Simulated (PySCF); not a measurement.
**Run report: C₆H₄F₄O, NMR shielding calculation**

C₆H₄F₄O, computed with GIAO PBE0/pcSseg-1 NMR shielding, non-relativistic, IEF-PCM chloroform (PySCF 2.14.0).

The geometry comes from this level: PBE0-D3(BJ)/def2-SVP. It belongs to a series of runs on one base structure; here: solvent chloroform. Figures and captions count atoms from 1; the log counts them from 0 in places.

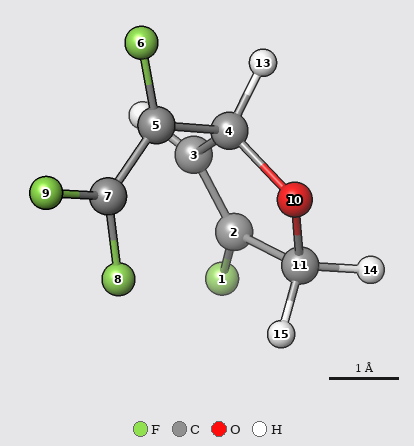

Fig. 1: The input geometry (ball-and-stick view, seen at a tilt; atoms are numbered from 1 in the order of the input).

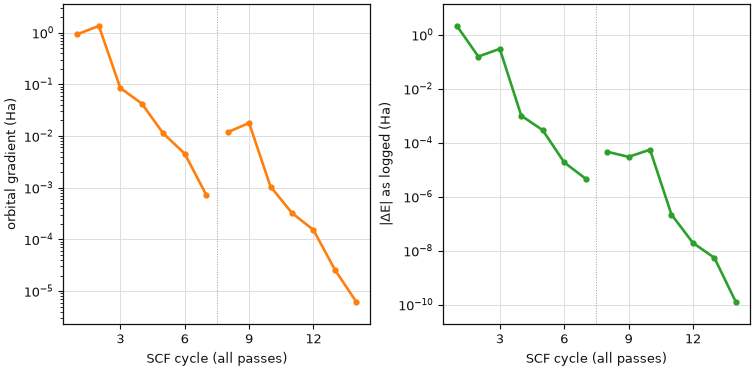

Fig. 2: Convergence of the self-consistent field: orbital gradient and size of the energy change against the SCF cycle. The dotted line marks the change from a coarse to the final integration grid. The first 7 cycles use a coarse grid, the final grid takes over at cycle 8, and the field converges after 14 cycles in all.

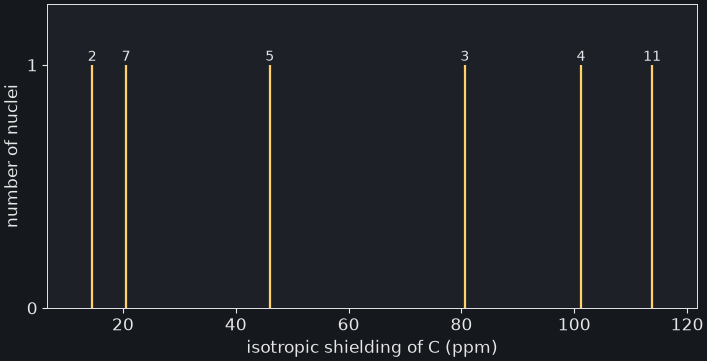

Fig. 3: Isotropic shieldings of the carbon nuclei in this fixed geometry, labelled by atom number; shielding grows to the right, so chemical shift grows to the left. The least shielded is C2 (14.6 ppm), the most shielded C11 (113.8 ppm).

These pictures come from the run below.

### Input
```
{"job": {"kind": "nmr", "xc": "PBE0", "basis": "pcSseg-1", "solvent": "chloroform", "pop": false}, "charge": 0, "multiplicity": 1}
F     -2.792873    -1.019732    -0.444997
C     -1.708971    -0.381381    -0.049122
C     -0.761450    -0.805115     0.778723
C      0.271901     0.283060     0.877909
C      1.647797    -0.137412     0.439171
F      2.590129    -0.167205     1.383554
C      1.976321    -0.455683    -0.811579
F      1.105980    -0.457574    -1.792059
F      3.173108    -0.790643    -1.212186
O     -0.221957     1.345310     0.073390
C     -1.430874     0.997178    -0.550776
H     -0.700390    -1.765500     1.287083
H      0.400717     0.636825     1.919755
H     -2.235026     1.704150    -0.271760
H     -1.333087     1.016685    -1.653110
```

The first line tells a small driver script what to run in PySCF; the rest is the geometry in Å.

Command:
```bash
OMP_NUM_THREADS=1 python <driver script> task.json out
```

### The program's output
```
coarse grid: 14432 points
cycle   1  E = -704.5204187404  dE =  2.138e+00  |g| = 9.309e-01  |ddm| = 3.733e+00
cycle   2  E = -704.3641083025  dE =  1.563e-01  |g| = 1.353e+00  |ddm| = 1.520e+00
cycle   3  E = -704.6649531969  dE = -3.008e-01  |g| = 8.488e-02  |ddm| = 9.701e-01
cycle   4  E = -704.6659561929  dE = -1.003e-03  |g| = 4.259e-02  |ddm| = 9.187e-02
cycle   5  E = -704.6662480674  dE = -2.919e-04  |g| = 1.125e-02  |ddm| = 4.114e-02
cycle   6  E = -704.6662668121  dE = -1.874e-05  |g| = 4.572e-03  |ddm| = 1.144e-02
cycle   7  E = -704.6662714487  dE = -4.637e-06  |g| = 7.324e-04  |ddm| = 3.782e-03
final grid: 146360 points
cycle   8  E = -704.7658809231  dE = -4.630e-05  |g| = 1.183e-02  |ddm| = 3.416e-02
cycle   9  E = -704.7658510044  dE =  2.992e-05  |g| = 1.789e-02  |ddm| = 1.951e-02
cycle  10  E = -704.7659061602  dE = -5.516e-05  |g| = 1.051e-03  |ddm| = 1.202e-02
cycle  11  E = -704.7659063777  dE = -2.175e-07  |g| = 3.242e-04  |ddm| = 1.068e-03
cycle  12  E = -704.7659063971  dE = -1.942e-08  |g| = 1.523e-04  |ddm| = 3.626e-04
cycle  13  E = -704.7659064025  dE = -5.416e-09  |g| = 2.584e-05  |ddm| = 1.339e-04
cycle  14  E = -704.7659064027  dE = -1.253e-10  |g| = 6.160e-06  |ddm| = 2.399e-05
converged SCF energy = -704.7659064027

GIAO shielding tensors (ppm)
atom      isotropic    diamagn.    paramagn.     s11        s22        s33       span
  0 F      313.410     471.254    -157.844    208.245    275.126    456.860    248.615
  1 C       14.552     255.382    -240.829    -78.844     54.655     67.846    146.690
  2 C       80.600     257.828    -177.229    -10.889    107.657    145.031    155.920
  3 C      101.199     244.008    -142.809     77.626     90.473    135.499     57.874
  4 C       46.027     256.144    -210.117     13.248     39.662     85.172     71.925
  5 F      359.931     469.952    -110.021    298.807    384.952    396.035     97.229
  6 C       20.559     250.213    -229.654    -42.072     42.884     60.867    102.940
  7 F      293.963     476.421    -182.457    279.987    291.106    310.797     30.811
  8 F      276.569     467.961    -191.392    251.996    286.320    291.392     39.396
  9 O      297.545     398.408    -100.863    216.419    302.298    373.918    157.499
 10 C      113.800     245.758    -131.958     87.268     97.503    156.629     69.360
 11 H       25.884      30.381      -4.497     23.468     25.416     28.766      5.298
 12 H       25.679      28.586      -2.908     22.585     24.602     29.849      7.264
 13 H       26.597      26.767      -0.169     22.838     24.743     32.211      9.374
 14 H       26.588      28.539      -1.951     23.213     25.400     31.153      7.940
```

### Summary

| quantity | value |
| --- | --- |
| outcome | converged |
| total energy | −704.765906 hartree |
| HOMO | −7.21 eV |
| LUMO | 0.09 eV |
| dipole moment | 1.68 D |
| isotropic shielding, F | 276.6 to 359.9 ppm |
| isotropic shielding, C | 14.6 to 113.8 ppm |
| isotropic shielding, O | 297.5 ppm |
| isotropic shielding, H | 25.7 to 26.6 ppm |
| hardware | 1 CPU thread, shared host |
| wall time | 86 s |
| peak memory | 1.2 GiB |
